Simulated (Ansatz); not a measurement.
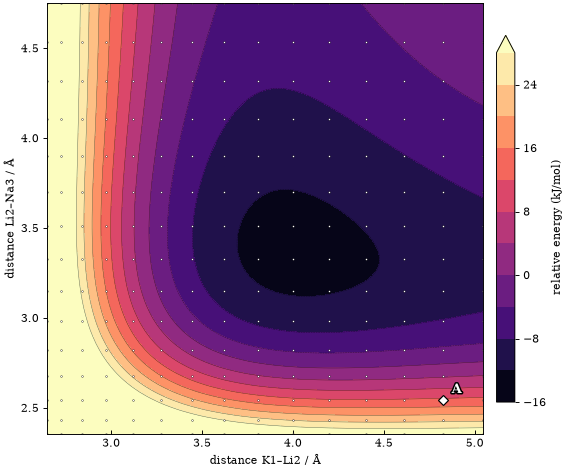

The system K + LiNa, spin multiplicity 2. Coordinates scanned: (1) distance K1–Li2; (2) distance Li2–Na3. Nothing is relaxed (the angle K1–Li2–Na3 is fixed at 180 degrees). The scan uses a 15 × 15 grid. Points are written as (first, second). All energies are given in kJ/mol relative to K far from the relaxed LiNa (each part in its own basis). In part of the range the unrestricted reference is strongly spin-contaminated. Theory: UHF/def2-TZVPD in Ansatz.

In the figure: filled contours, dots at the grid points, one colour for all values above the top of the scale, the point A. Between grid points the surface is interpolated.

### Which way does the force act at A, and how strong is it?

A, at (4.828 Å, 2.543 Å), is not a stationary point. The computed force is 1.7 kJ/mol for each Å towards smaller values of distance K1–Li2 and 79 kJ/mol for each Å towards larger values of distance Li2–Na3.
